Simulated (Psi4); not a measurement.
# C2F6O (SMILES FC(F)(F)OC(F)(F)F) at revPBE/def2-SVP

Aim: the vertical ionisation energy of C2F6O at revPBE/def2-SVP, from 2 runs. 

The calculation is run with Psi4 1.11.

## 1. The structure to begin with

C2F6O: 9 atoms, total charge 0, spin state singlet. As SMILES, `FC(F)(F)OC(F)(F)F`. Geometry: relaxed at PBE0-D4/def2-TZVP.

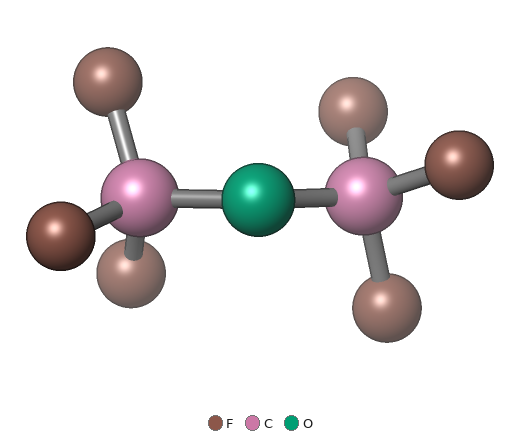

Viewed from a chosen angle; fluorine brown, carbon pink, oxygen teal.

## 2. Energy and gradient at revPBE/def2-SVP

Contents of input.dat:

```
memory 2200 mb

molecule system {
  0 1
  F
  C 1 1.316353
  F 2 1.325271 1 109.37212
  F 2 1.324155 1 108.863 3 118.15635
  O 2 1.371201 1 106.5134 4 120.23872
  C 5 1.371206 2 120.08309 1 163.3939
  F 6 1.316355 5 106.51393 2 163.3853
  F 6 1.324161 7 108.8632 5 -120.23865
  F 6 1.325273 7 109.37174 8 -118.15587
  units angstrom
  symmetry c1
}

set globals {
  reference rks
  puream true
  e_convergence 1e-09
  d_convergence 1e-08
  scf_type pk
  dft_radial_points 99
  dft_spherical_points 590
}

result, w = gradient('revpbe/def2-SVP', return_wfn=True)
oeprop(w, 'LOWDIN_CHARGES', 'WIBERG_LOWDIN_INDICES', 'MAYER_INDICES', title='REVPBE')
```

Run with:

```bash
$ psi4 -i input.dat -o output.dat -n 1
```

output.dat:

```text
[...]
  Running in c1 symmetry.
[...]
  Nuclear repulsion =  565.577128226668492
[...]
  Multiplicity = 1
[...]
  Nalpha       = 37
  Nbeta        = 37
[...]
    Number of basis functions: 126
[...]
   @RKS iter   1:  -749.51924282062805    2.59424e-01   5.93555e-03 ADIIS/DIIS
[...]
   @RKS iter  12:  -749.69307309553312   -9.09495e-13   3.91592e-10 DIIS
[...]
  @RKS Final Energy:  -749.69307309553312
   => Energetics <=
    Nuclear Repulsion Energy =            565.5771282266684921
    One-Electron Energy =               -2165.2364415848564931
    Two-Electron Energy =                 931.9691973989575899
    DFT Exchange-Correlation Energy =     -82.0029571363027401
    Empirical Dispersion Energy =           0.0000000000000000
    VV10 Nonlocal Energy =                  0.0000000000000000
    Total Energy =                       -749.6930730955331228
[...]
 Multipole Moments:
 ------------------------------------------------------------------------------------
     Multipole            Electronic (a.u.)      Nuclear  (a.u.)        Total (a.u.)
 ------------------------------------------------------------------------------------
 L = 1.  Multiply by 2.5417464519 to convert [e a0] to [Debye]
 Dipole X            :          0.3589236           -0.3404847            0.0184388
 Dipole Y            :         -0.4386924            0.4161673           -0.0225251
 Dipole Z            :          0.4901102           -0.4649380            0.0251722
 Magnitude           :                                                    0.0384839
[...]
  -Total Gradient:
     Atom            X                  Y                   Z
    ------   -----------------  -----------------  -----------------
       1        0.000320200702     0.000037008002     0.023325689033
       2        0.000741882007    -0.001763345153     0.002303699506
       3        0.000303647646     0.022185170263    -0.007569914168
       4       -0.019226390220    -0.010701052156    -0.007804274845
       5        0.007243491831    -0.008852403695     0.009884093347
       6        0.002030970039    -0.001623294352     0.001481732772
       7        0.014418421753    -0.018054187167    -0.003195165909
       8        0.011516073346     0.020119252509    -0.002721806750
       9       -0.017348807197    -0.001346108841    -0.015705187731
[...]
```

It took 41 s on 1 thread of Intel Xeon Platinum 8375C at 2.90GHz (Ice Lake), shared host; peak memory 0.87 GiB.

## 3. The doublet cation: the energy at U-revPBE/def2-SVP

Contents of c2f6o_ase.py:

```python
import numpy as np
from ase.calculators.psi4 import Psi4
from ase import Atoms

atoms = Atoms(['F', 'C', 'F', 'F', 'O', 'C', 'F', 'F', 'F'], positions=[
    [2.076690, -0.384510, -0.999750],
    [0.777760, -0.429490, -0.791080],
    [0.159870, 0.303300, -1.706270],
    [0.367380, -1.682330, -0.915040],
    [0.570650, 0.041580, 0.479900],
    [-0.682950, 0.436400, 0.870810],
    [-0.666110, 0.487120, 2.186080],
    [-0.980110, 1.637760, 0.399820],
    [-1.623170, -0.409820, 0.475530],
])
calc = Psi4(atoms=atoms, method='revpbe', basis='def2-SVP', memory='2200MB', num_threads=1, charge=1, multiplicity=2, label='psi4-calc', reference='uks')
calc.psi4.set_options({'puream': True, 'e_convergence': 1e-09, 'd_convergence': 1e-08, 'scf_type': 'pk', 'dft_radial_points': 99, 'dft_spherical_points': 590, 'maxiter': 100})
atoms.calc = calc

print(f'energy: {atoms.get_potential_energy():.6f} eV')
```

Run with:

```bash
$ python c2f6o_ase.py
```

psi4-calc.dat:

```text
[...]
  Running in c1 symmetry.
[...]
  Nuclear repulsion =  565.577163654716855
[...]
  Multiplicity = 2
[...]
  Nalpha       = 37
  Nbeta        = 36
[...]
    Number of basis functions: 126
[...]
   @UKS iter   1:  -749.11654000237434    6.62128e-01   4.55696e-03 ADIIS/DIIS
[...]
   @UKS iter  21:  -749.22173996016113   -2.27374e-12   2.33296e-09 DIIS
[...]
   @S^2 Observed:                7.514434708E-01
[...]
    Orbital Energies [Eh]
    ---------------------
    Alpha Occupied:
       1A    -24.602994     2A    -24.602898     3A    -24.589460
       4A    -24.589380     5A    -24.584214     6A    -24.584181
       7A    -19.213367     8A    -10.477722     9A    -10.477695
      10A     -1.517694    11A     -1.492268    12A     -1.402972
      13A     -1.399116    14A     -1.396000    15A     -1.392468
      16A     -1.351405    17A     -1.005355    18A     -0.877709
      19A     -0.857128    20A     -0.840960    21A     -0.834167
      22A     -0.811084    23A     -0.799768    24A     -0.745628
      25A     -0.712897    26A     -0.685815    27A     -0.683601
      28A     -0.678019    29A     -0.671194    30A     -0.667476
      31A     -0.655987    32A     -0.642420    33A     -0.634208
      34A     -0.632768    35A     -0.629546    36A     -0.614726
[...]
  @UKS Final Energy:  -749.22173996016113
   => Energetics <=
    Nuclear Repulsion Energy =            565.5771636547168555
    One-Electron Energy =               -2145.9323243867420388
    Two-Electron Energy =                 912.6320124534322531
    DFT Exchange-Correlation Energy =     -81.4985916815682714
    Empirical Dispersion Energy =           0.0000000000000000
    VV10 Nonlocal Energy =                  0.0000000000000000
    Total Energy =                       -749.2217399601611305
[...]
 Multipole Moments:
 ------------------------------------------------------------------------------------
     Multipole            Electronic (a.u.)      Nuclear  (a.u.)        Total (a.u.)
 ------------------------------------------------------------------------------------
 L = 1.  Multiply by 2.5417464519 to convert [e a0] to [Debye]
 Dipole X            :         -0.3893618            0.5431886            0.1538268
 Dipole Y            :         -0.0283420            0.0395780            0.0112359
 Dipole Z            :         -0.3274435            0.4568062            0.1293626
 Magnitude           :                                                    0.2013048
[...]
```

The script printed:

```text
energy: -20387.361984 eV
```

Wall time 66 s (1 thread of Intel Xeon Platinum 8375C at 2.90GHz (Ice Lake), shared host); peak memory 0.89 GiB.

## 4. What came out

Level: revPBE/def2-SVP.

```
                                          quantity          value
                       singlet C2F6O: total energy  -749.69307 Eh
                      singlet C2F6O: dipole moment         0.10 D
                        singlet C2F6O: HOMO energy       -8.99 eV
                        singlet C2F6O: LUMO energy        2.71 eV
                      singlet C2F6O: HOMO–LUMO gap       11.70 eV
           singlet C2F6O: largest force on an atom     1.205 eV/Å
                      doublet cation: total energy  -749.22174 Eh
doublet cation: HOMO energy (highest over α and β)      -16.59 eV
 doublet cation: LUMO energy (lowest over α and β)      -16.46 eV
                              doublet cation: ⟨S²⟩          0.751
vertical ionisation energy (to the doublet cation)      12.826 eV
```

What this shows: Removing an electron at fixed nuclei costs 12.83 eV (296 kcal/mol). The largest force (singlet C2F6O) is 1.21 eV/Å: the shape isn't a stationary point for this species at this level. The negative HOMO energy of the first species, 8.99 eV, lies 3.83 eV below that difference.
